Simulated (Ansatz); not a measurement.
# How fast states decay through KMgIF2

Aim: relax a made-up compound, KMgIF2, and see how good a tunnel barrier it would be. It is built by putting I for part of the F in the KMgF3 structure of space group Pm-3m, with the volume rescaled by atomic radii. The parent structure comes from the Materials Project.

Program: Ansatz 0.2.0. Level of theory: r2SCAN DFT, plane waves, PAW files, in the first sound run; inputs show where later runs differ. Results are calculated unless marked as measured.

The structure was built from a prototype and need not be the compound's stable phase.

## (1) Set-up

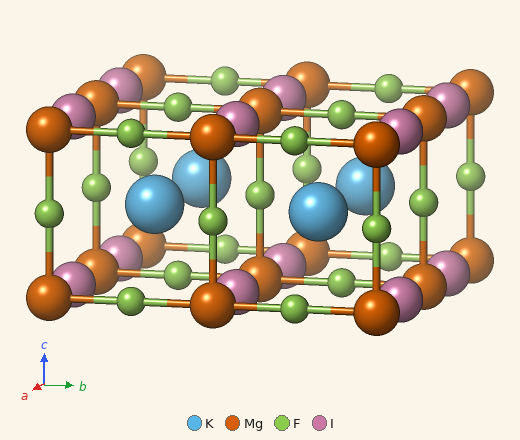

Start, viewed slightly off an axis; potassium blue, magnesium orange, fluorine green, iodine pink. 2×2×1 cells are drawn. Some periodic images of atoms are drawn too.

## (2) Cell and atoms at rest

The substituted atoms don't fit the parent's cell, so cell and atoms relax together. A small smearing keeps the run stable in case the gap closes on the way.

The input, input.yaml:

```yaml
crystal:
  lattice:
    - [4.2884320363, 0.0, 0.0]
    - [0.0, 4.2884320363, 0.0]
    - [0.0, 0.0, 4.2884320363]
  atoms:
    - { symbol: K, position: [0.5, 0.5, 0.5] }
    - { symbol: Mg, position: [0.0, 0.0, 0.0] }
    - { symbol: F, position: [0.0, 0.5, 0.0] }
    - { symbol: F, position: [0.0, 0.0, 0.5] }
    - { symbol: I, position: [0.5, 0.0, 0.0] }
kpoints:
  mp_grid: { grid: [6, 6, 6] }
scf:
  occupations: { method: gaussian, width: 0.03 }
hamiltonian:
  xc: r2scan
output:
  forces: true
  stress: true
relax:
  f_tol: 0.02
  max_steps: 60
  cell: {}
```

On the command line:

```console
> ansatz run input.yaml --threads 2 --pin off --max-ram 4096MiB --backend cpu --events-out ev --progress --plain --runs-dir out
```

Numbers of over 12 decimals in the logs are rounded to 6 here.

Log:

```text
Engine: ansatz 0.2.0, aarch64-unknown-linux-gnu
Pseudopotentials: kind: paw
Pseudopotential: K, paw, valence charge 9, recommended cutoff 500 eV (meta_gga), K.paw.azcp
Pseudopotential: Mg, paw, valence charge 10, recommended cutoff 500 eV (meta_gga), Mg.paw.azcp
Pseudopotential: F, paw, valence charge 7, recommended cutoff 500 eV (meta_gga), F.paw.azcp
Pseudopotential: I, paw, valence charge 17, recommended cutoff 500 eV (meta_gga), I.paw.azcp
Functional definition: r2SCAN
  parameter k0 = 0.174
  parameter k1 = 0.065
  parameter a1 = 4.9479
  exchange = r2scan_x(k0 = k0, k1 = k1, a1 = a1)
  correlation = r2scan_c
Crystal: 5 atoms, lattice volume = 78.867 Å³
Basis set: ecut = 500 eV, 2007 PW (Γ), exchange–correlation on 128×128×128 points (64 copies of the dense FFT grid, shifted against one another)
Bands: 30, of which v1, the nominal top of the filled ones, is band 25 counted from 1 (24 counted from 0)
Symmetry: 16 space group operations
Space group: P4/mmm (ITA 123), of the structure as read, at distance tolerance 4.3e-5 Å
k-points: 40 of 216
Non-local potential: K, projectors of the file, l = 0: 3, l = 1: 2, l = 2: 2
Non-local potential: Mg, projectors of the file, l = 0: 3, l = 1: 2, l = 2: 1
Non-local potential: F, projectors of the file, l = 0: 2, l = 1: 2, l = 2: 1
Non-local potential: I, projectors of the file, l = 0: 2, l = 1: 2, l = 2: 2, l = 3: 2
PAW form: soft (Blöchl's): semilocal exchange-correlation on the pseudo side does not see the compensation charge
PAW frozen core: K, regenerated for the run's functional (the file was generated under x = pbe(κ = 0.804, μ = 0.219515), c = pbe(β = 0.066725))
PAW frozen core: Mg, regenerated for the run's functional (the file was generated under x = pbe(κ = 0.804, μ = 0.219515), c = pbe(β = 0.066725))
PAW frozen core: F, regenerated for the run's functional (the file was generated under x = pbe(κ = 0.804, μ = 0.219515), c = pbe(β = 0.066725))
PAW frozen core: I, regenerated for the run's functional (the file was generated under x = pbe(κ = 0.804, μ = 0.219515), c = pbe(β = 0.066725))
PAW one-centre angular grid: K, 302 points (default); XC on 160 Gauss nodes
PAW one-centre angular grid: Mg, 302 points (default); XC on 224 Gauss nodes
PAW one-centre angular grid: F, 302 points (default); XC on 160 Gauss nodes
PAW one-centre angular grid: I, 590 points (default); XC on 160 Gauss nodes
Initial density: superposition of atomic densities (neutral atoms: chi_scale 0, normalization atom), corrected by the library's trained network
Initial wavefunctions: pseudopotential atomic-orbital guess
Functional: x = r2scan, c = r2scan; τ floored in thin density (d = 2e-4 eV/Å³)
SCF iter   1: F=—  HF=-12618.857808 eV  |F-HF|=—  |Δ(HF+E_count)|=         —  Δρ=8.25e-3  dr2=4.09e-2  dr2_τ=7.56e-2  ethr=1.77e-3  ⟨swp⟩=8.9  Hψ=6305  notcnv=0
preconditioner: auto → Resta (q_TF=auto, 2.529 Å⁻¹)  ε∞=2.9  [insulator: Δε(μ)=5.928 eV  Ē_g=16.657 eV  σ=0.030 eV  W_gap=1.00  n_scr=18 (ndim 8)  ℏωp=22.9 eV  f_vac=0.035  D(μ)=0.00/eV (n_scr^D=0)  ε∞_Penn≈2.9]
SCF iter   2: F=—  HF=-12618.987739 eV  |F-HF|=—  |Δ(HF+E_count)|=   1.30e-1  Δρ=3.76e-3  dr2=5.33e-3  dr2_τ=7.25e-4  ethr=8.19e-5  ⟨swp⟩=3.0  Hψ=2757  notcnv=0  defer=40
SCF iter   3: F=—  HF=-12618.987948 eV  |F-HF|=—  |Δ(HF+E_count)|=   2.09e-4  Δρ=1.28e-3  dr2=8.99e-4  dr2_τ=8.41e-5  ethr=1.07e-5  ⟨swp⟩=2.0  Hψ=2079  notcnv=0
automatic band count: iteration 3 solves 29 bands in place of 30: the levels show a gap, and the empty bands left out lie too high to hold charge; the band table lists the bands solved (type scf.n_extra_bands for more)
SCF iter   4: F=—  HF=-12618.987369 eV  |F-HF|=—  |Δ(HF+E_count)|=   5.79e-4  Δρ=3.39e-4  dr2=4.03e-5  dr2_τ=7.35e-6  ethr=1.80e-6  ⟨swp⟩=2.0  Hψ=1644  notcnv=0
SCF iter   5: F=—  HF=-12618.987371 eV  |F-HF|=—  |Δ(HF+E_count)|=   2.43e-6  Δρ=6.29e-5  dr2=2.30e-6  dr2_τ=3.90e-7  ethr=8.05e-8  ⟨swp⟩=2.0  Hψ=1737  notcnv=0
SCF iter   6: F=-12618.987372 eV  HF=-12618.987372 eV  |F-HF|=4.05e-8  |Δ(HF+E_count)|=   1.07e-6  Δρ=1.19e-5  dr2=8.22e-8  dr2_τ=1.22e-8  ethr=2.00e-10  ⟨swp⟩=3.0  Hψ=5096  notcnv=0
SCF 1 converged in 6 iterations: F = -12618.987372 eV  dr2 = 8.22e-8
  greatest PAW one-centre occupation: 1.000 electrons in one spin orbital (limit 2), on the Mg atom at site 1 (counted from 0), in its partial waves of l = 0
relax step   1: F+E_penalty+E_count = -12618.98737228 eV  Δ(F+E_penalty+E_count) = +0.000e0 eV  max|allowed force component| = 9.309e-30 eV/Å  Δτ_max = 0.0000 Å  P = +32.963 GPa  Ω = 78.867 Å³  (6 SCF iters, dr2 threshold 1.00e-7 eV, accepted)
Crystal: 5 atoms, lattice volume = 83.818 Å³
Basis set: ecut = 500 eV, 2113 PW (Γ), exchange–correlation on 128×128×128 points (64 copies of the dense FFT grid, shifted against one another)
Initial density: handed on by an earlier stage of this run
Initial wavefunctions: those handed on with the density
iter 1 solved again at ethr=1.33e-4 eV; its pass at ethr=3.10e-3 eV (dr2=6.63e-2 eV) is discarded
SCF iter   1: F=—  HF=-12620.477056 eV  |F-HF|=—  |Δ(HF+E_count)|=         —  Δρ=7.77e-3  dr2=6.70e-2  dr2_τ=1.01e-1  ethr=1.33e-4  ⟨swp⟩=1.9  Hψ=7243  notcnv=0
automatic band count: iteration 1 solves 29 bands in place of 30: the levels show a gap, and the empty bands left out lie too high to hold charge; the band table lists the bands solved (type scf.n_extra_bands for more)
preconditioner: auto → Resta (q_TF=auto, 2.503 Å⁻¹)  ε∞=2.9  [insulator: Δε(μ)=5.810 eV  Ē_g=15.950 eV  σ=0.030 eV  W_gap=1.00  n_scr=26 (ndim 8)  ℏωp=22.2 eV  f_vac=0.048  D(μ)=0.00/eV (n_scr^D=0)  ε∞_Penn≈2.9]
SCF iter   2: F=—  HF=-12620.641294 eV  |F-HF|=—  |Δ(HF+E_count)|=   1.64e-1  Δρ=4.25e-3  dr2=1.32e-2  dr2_τ=9.48e-4  ethr=1.33e-4  ⟨swp⟩=3.8  Hψ=2179  notcnv=0
SCF iter   3: F=—  HF=-12620.637263 eV  |F-HF|=—  |Δ(HF+E_count)|=   4.03e-3  Δρ=1.43e-3  dr2=3.02e-3  dr2_τ=1.17e-4  ethr=2.63e-5  ⟨swp⟩=2.1  Hψ=1817  notcnv=0
SCF iter   4: F=—  HF=-12620.636272 eV  |F-HF|=—  |Δ(HF+E_count)|=   9.90e-4  Δρ=3.47e-4  dr2=1.05e-4  dr2_τ=6.72e-6  ethr=6.04e-6  ⟨swp⟩=2.1  Hψ=1806  notcnv=0
SCF iter   5: F=—  HF=-12620.636301 eV  |F-HF|=—  |Δ(HF+E_count)|=   2.89e-5  Δρ=9.81e-5  dr2=8.07e-6  dr2_τ=1.16e-6  ethr=2.11e-7  ⟨swp⟩=2.0  Hψ=1960  notcnv=0
SCF iter   6: F=—  HF=-12620.636304 eV  |F-HF|=—  |Δ(HF+E_count)|=   2.24e-6  Δρ=2.85e-5  dr2=6.51e-7  dr2_τ=3.46e-8  ethr=1.61e-8  ⟨swp⟩=2.4  Hψ=2127  notcnv=0
SCF iter   7: F=-12620.636304 eV  HF=-12620.636304 eV  |F-HF|=6.44e-10  |Δ(HF+E_count)|=   1.16e-7  Δρ=5.97e-6  dr2=3.46e-8  dr2_τ=1.29e-9  ethr=1.00e-9  ⟨swp⟩=4.3  Hψ=4094  notcnv=0
[...]
SCF iter   5: F=—  HF=-12621.701961 eV  |F-HF|=—  |Δ(HF+E_count)|=   2.65e-5  Δρ=9.19e-5  dr2=8.17e-6  dr2_τ=1.17e-6  ethr=2.00e-7  ⟨swp⟩=2.0  Hψ=1899  notcnv=0
SCF iter   6: F=—  HF=-12621.701962 eV  |F-HF|=—  |Δ(HF+E_count)|=   1.02e-6  Δρ=2.97e-5  dr2=8.50e-7  dr2_τ=3.40e-8  ethr=1.63e-8  ⟨swp⟩=2.0  Hψ=2119  notcnv=0
SCF iter   7: F=-12621.701962 eV  HF=-12621.701962 eV  |F-HF|=1.77e-8  |Δ(HF+E_count)|=   1.49e-7  Δρ=8.32e-6  dr2=8.11e-8  dr2_τ=3.30e-9  ethr=1.00e-9  ⟨swp⟩=4.3  Hψ=4308  notcnv=0
SCF 3 converged in 7 iterations: F = -12621.701962 eV  dr2 = 8.11e-8
relax step   3: F+E_penalty+E_count = -12621.70196188 eV  Δ(F+E_penalty+E_count) = -1.066e0 eV  max|allowed force component| = 2.019e-29 eV/Å  Δτ_max = 0.0000 Å  P = +13.553 GPa  Ω = 88.852 Å³  energy of the carried Pulay correction = -4.001e-3 eV  (7 SCF iters, dr2 threshold 5.00e-7 eV, accepted)
[... from here on, the SCF cycles and remarks between the steps are left out ...]
relax step   4: F+E_penalty+E_count = -12622.38103300 eV  Δ(F+E_penalty+E_count) = -6.791e-1 eV  max|allowed force component| = 1.996e-29 eV/Å  Δτ_max = 0.0000 Å  P = +7.988 GPa  Ω = 93.557 Å³  energy of the carried Pulay correction = -5.624e-3 eV  (7 SCF iters, dr2 threshold 5.00e-7 eV, accepted)
relax step   5: F+E_penalty+E_count = -12622.77197566 eV  Δ(F+E_penalty+E_count) = -3.909e-1 eV  max|allowed force component| = 9.787e-30 eV/Å  Δτ_max = 0.0000 Å  P = +3.767 GPa  Ω = 98.455 Å³  energy of the carried Pulay correction = -7.171e-3 eV  (7 SCF iters, dr2 threshold 5.00e-7 eV, accepted)
relax step   6: F+E_penalty+E_count = -12622.94823000 eV  Δ(F+E_penalty+E_count) = -1.763e-1 eV  max|allowed force component| = 5.049e-30 eV/Å  Δτ_max = 0.0000 Å  P = +0.802 GPa  Ω = 102.680 Å³  energy of the carried Pulay correction = -8.391e-3 eV  (6 SCF iters, dr2 threshold 5.00e-7 eV, accepted)
relax step   7: F+E_penalty+E_count = -12622.97708689 eV  Δ(F+E_penalty+E_count) = -2.886e-2 eV  max|allowed force component| = 4.339e-30 eV/Å  Δτ_max = 0.0000 Å  P = +0.150 GPa  Ω = 103.332 Å³  energy of the carried Pulay correction = -8.536e-3 eV  (6 SCF iters, dr2 threshold 5.00e-7 eV, accepted)
relax step   8: F+E_penalty+E_count = -12622.97757722 eV  Δ(F+E_penalty+E_count) = -4.903e-4 eV  max|allowed force component| = 4.497e-30 eV/Å  Δτ_max = 0.0000 Å  P = -0.029 GPa  Ω = 103.706 Å³  energy of the carried Pulay correction = -8.648e-3 eV  (5 SCF iters, dr2 threshold 2.48e-7 eV, accepted)
relax step   9: F+E_penalty+E_count = -12623.09102922 eV  Δ(F+E_penalty+E_count) = -1.135e-1 eV  max|allowed force component| = 7.021e-30 eV/Å  Δτ_max = 0.0000 Å  P = +1.375 GPa  Ω = 103.706 Å³  stress off target by 3.50e0 GPa  SCF on the basis re-selected at this cell (its energy is not comparable with the rows above)  (8 SCF iters)
relax step  10: F+E_penalty+E_count = -12623.12669402 eV  Δ(F+E_penalty+E_count) = -3.566e-2 eV  max|allowed force component| = 4.228e-29 eV/Å  Δτ_max = 0.0000 Å  P = +0.666 GPa  Ω = 105.766 Å³  energy of the carried Pulay correction = -6.620e-4 eV  (6 SCF iters, dr2 threshold 5.00e-7 eV, accepted)
relax step  11: F+E_penalty+E_count = -12623.13842934 eV  Δ(F+E_penalty+E_count) = -1.174e-2 eV  max|allowed force component| = 3.566e-29 eV/Å  Δτ_max = 0.0000 Å  P = +0.127 GPa  Ω = 107.663 Å³  energy of the carried Pulay correction = -1.253e-3 eV  (6 SCF iters, dr2 threshold 5.00e-7 eV, accepted)
relax step  12: F+E_penalty+E_count = -12623.13894171 eV  Δ(F+E_penalty+E_count) = -5.124e-4 eV  max|allowed force component| = 2.477e-29 eV/Å  Δτ_max = 0.0000 Å  P = +0.017 GPa  Ω = 108.132 Å³  energy of the carried Pulay correction = -1.397e-3 eV  (5 SCF iters, dr2 threshold 2.98e-7 eV, accepted)
iter 1 solved again at ethr=1.62e-7 eV; its pass at ethr=3.10e-3 eV (dr2=8.12e-5 eV) is discarded
SCF iter   1: F=—  HF=-12623.139630 eV  |F-HF|=—  |Δ(HF+E_count)|=         —  Δρ=1.95e-4  dr2=1.80e-6  dr2_τ=5.26e-6  ethr=1.62e-7  ⟨swp⟩=3.8  Hψ=9371  notcnv=0
preconditioner: auto → Resta (q_TF=auto, 2.399 Å⁻¹)  ε∞=3.0  [insulator: Δε(μ)=4.751 eV  Ē_g=12.822 eV  σ=0.030 eV  W_gap=1.00  n_scr=28 (ndim 8)  ℏωp=18.2 eV  f_vac=0.114  D(μ)=0.00/eV (n_scr^D=0)  ε∞_Penn≈3.0]
SCF iter   2: F=—  HF=-12623.140021 eV  |F-HF|=—  |Δ(HF+E_count)|=   3.90e-4  Δρ=9.94e-5  dr2=5.29e-7  dr2_τ=5.68e-6  ethr=3.60e-9  ⟨swp⟩=2.0  Hψ=1847  notcnv=0
SCF iter   3: F=—  HF=-12623.140066 eV  |F-HF|=—  |Δ(HF+E_count)|=   4.56e-5  Δρ=1.81e-5  dr2=1.23e-7  dr2_τ=7.49e-8  ethr=1.06e-9  ⟨swp⟩=2.0  Hψ=1800  notcnv=0
SCF iter   4: F=—  HF=-12623.140067 eV  |F-HF|=—  |Δ(HF+E_count)|=   4.36e-7  Δρ=2.38e-6  dr2=4.12e-9  dr2_τ=1.41e-9  ethr=2.46e-10  ⟨swp⟩=2.0  Hψ=1755  notcnv=0
SCF iter   5: F=—  HF=-12623.140067 eV  |F-HF|=—  |Δ(HF+E_count)|=   1.05e-8  Δρ=8.51e-7  dr2=7.05e-10  dr2_τ=7.21e-11  ethr=8.24e-12  ⟨swp⟩=2.2  Hψ=1852  notcnv=0
SCF iter   6: F=-12623.140067 eV  HF=-12623.140067 eV  |F-HF|=3.64e-12  |Δ(HF+E_count)|=  5.17e-10  Δρ=1.33e-7  dr2=3.64e-11  dr2_τ=1.12e-12  ethr=1.00e-12  ⟨swp⟩=4.0  Hψ=4967  notcnv=0
SCF 13 converged in 6 iterations: F = -12623.140067 eV  dr2 = 3.64e-11
relax step  13: F+E_penalty+E_count = -12623.14006657 eV  Δ(F+E_penalty+E_count) = -1.125e-3 eV  max|allowed force component| = 2.319e-29 eV/Å  Δτ_max = 0.0000 Å  P = +0.008 GPa  Ω = 108.132 Å³  stress off target by 3.07e-2 GPa  SCF on the basis re-selected at this cell (its energy is not comparable with the rows above)  (6 SCF iters)
basis re-selected at this cell: Δ(F+E_penalty+E_count) = -1.125e-3 eV, ΔP = -0.009 GPa vs the last step (what re-selecting the basis moved, of the pressure what is left beyond the Pulay correction that the steps carried, after the strain that the cell walked since its last selection, with what the two solves' SCF thresholds leave and, on support functions, any second-order correction that the steps lacked; it is no m [...]
SCF converged after 6 iterations
Free energy (F): -12623.140067 eV
Harris-Foulkes:  -12623.140067 eV  (|F-HF|=3.64e-12)
Internal energy: -12623.140067 eV  (E = F + TS)
E sigma→0 (E₀):  -12623.140067 eV
Fermi energy:    5.515445 eV
--- Per-component energies (eV) ---
  E_band       = -954.730616
  E_kinetic    = 937.144737
  E_local      = -5416.248627  (includes V_loc(G=0)·N_el)
  E_nonlocal   = 163.709121
  E_hartree    = 2280.258336
  E_xc         = -442.719844
  E_vxc        = -601.555681  (∫ρ·V_xc dr)
  E_paw        = -6330.396504  (= ΣΔE_a)
  E_vpaw       = -637.990028  (= ΣTr[D̂ρ^β])
  E_aug_tail   = 0.002059  (compensation charges beyond the density's cutoff)
  E_vtau       = 39.691119  (kinetic-family band-sum trace: ∫τ·v_τ [+ j·A + Jᵃ·Aᵃ] dr)
  E_ewald      = -3814.677221
  E_core_change = -0.212123  (= ΣΔE_core)
  E_smearing   = -0.000000  (= −TS)
  E_closure    = -0.000000  (closes the sum)
  Σ components = -12623.140067   (vs F -12623.140067, Δ=0.00e0)
--- Forces (eV/Å), atoms counted from 1 ---
  atom   1  K      0.00000000    -0.00000000     0.00000000
  atom   2  Mg     0.00000000    -0.00000000     0.00000000
  atom   3  F     -0.00000000     0.00000000     0.00000000
  atom   4  F      0.00000000     0.00000000     0.00000000
  atom   5  I      0.00000000     0.00000000     0.00000000
  max |Σ_I F_I| component: 2.27e-29 eV/Å
--- Stress (GPa, compression-positive) ---
        0.030699      -0.000000      -0.000000
       -0.000000      -0.003225       0.000000
       -0.000000       0.000000      -0.003225
  P = ⅓ Tr σ = 0.0081 GPa (0.081 kbar)
--- Relaxed structure (11 steps of the walk, 11 accepted, 2 SCFs on fresh bases) ---
  F+E_penalty+E_count = -12623.14006657 eV   max|allowed force component| = 2.319e-29 eV/Å   (the final SCF, on the basis selected at the relaxed cell)
  cell:  # Å, volume = 108.1325 Å³
    - [5.745989, 0, 0.0]
    - [0, 4.338062, 0]
    - [0.0, 0, 4.338062]
  atoms:
    - { symbol: K, position: [0.5, 0.500000, 0.500000] }
    - { symbol: Mg, position: [0, 0, 0.0] }
    - { symbol: F, position: [0, 0.500000, 0.0] }
    - { symbol: F, position: [0, 0, 0.500000] }
    - { symbol: I, position: [0.5, 0, 0] }
```

Elapsed: 79 s, on 2 threads of Arm Neoverse V2, shared host; peak memory 0.66 GiB; 2.6 min of CPU time.

Step by step:

```
step  energy less that of the first step (eV)  largest force component (eV/Å)  pressure (GPa)  volume (Å³)
   1                                   0.0000                          0.0000           32.96        78.87
   2                                  -1.6489                          0.0000           21.59        83.82
   3                                  -2.7146                          0.0000           13.55        88.85
   4                                  -3.3937                          0.0000            7.99        93.56
   5                                  -3.7846                          0.0000            3.77        98.45
   6                                  -3.9609                          0.0000            0.80       102.68
   7                                  -3.9897                          0.0000            0.15       103.33
   8                                  -3.9902                          0.0000           -0.03       103.71
  9*                                  -4.1037                          0.0000            1.37       103.71
  10                                  -4.1393                          0.0000            0.67       105.77
  11                                  -4.1511                          0.0000            0.13       107.66
  12                                  -4.1516                          0.0000            0.02       108.13
 13*                                  -4.1527                          0.0000            0.01       108.13
```

Relaxation steps marked * repeat the geometry before them on a plane-wave basis chosen anew for their cell, so energy and pressure can jump there.

The run keeps the 16 symmetry operations that it works with, so distortions that break them were not tested.

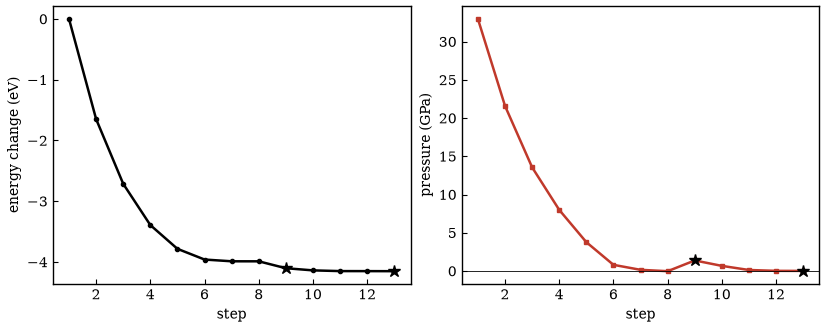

Energy and pressure along the relaxation. Stars mark steps on a basis chosen anew.

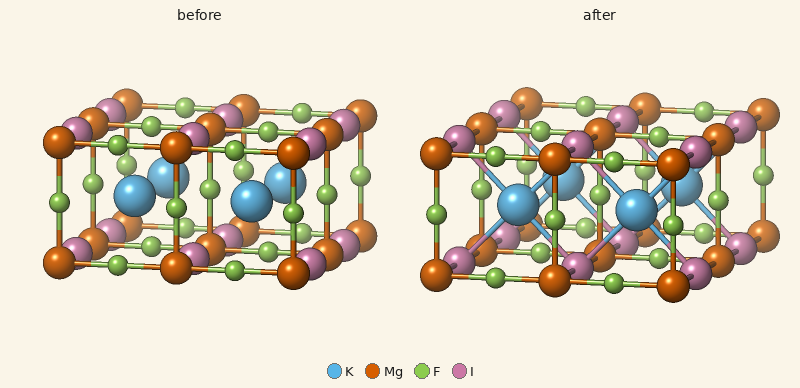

Before and after, at one scale.

```
     cell as run  before  after   change
           a (Å)   4.288  5.746  +34.0 %
           b (Å)   4.288  4.338   +1.2 %
           c (Å)   4.288  4.338   +1.2 %
volume (Å³/atom)   15.77  21.63  +37.1 %
```

Final coordinates:

```xyz
5
Lattice="5.7460 0.0000 0.0000 0.0000 4.3381 0.0000 0.0000 0.0000 4.3381" Properties=species:S:1:pos:R:3 pbc="T T T"
K     2.8730    2.1690    2.1690
Mg    0.0000    0.0000    0.0000
F     0.0000    2.1690    0.0000
F     0.0000    0.0000    2.1690
I     2.8730    0.0000    0.0000
```

This step gave:

```
free energy  : -12623.1401 eV
Fermi energy : 5.515 eV
pressure     : 0.008083 GPa
```

The largest force component on a free atom ends at 2.3e-29 eV/Å.

(Continued in part 2 of 3.)

[Logs are printed without paths, hosts, clocks, repeated set-up lines and the standing remarks that a program may print on its own settings, such as how far it seeks lower states.]

[Hosts, paths, dates, database ids (printed as entryN), source tags and the programs' standing remarks are cut or masked in the printed files.]
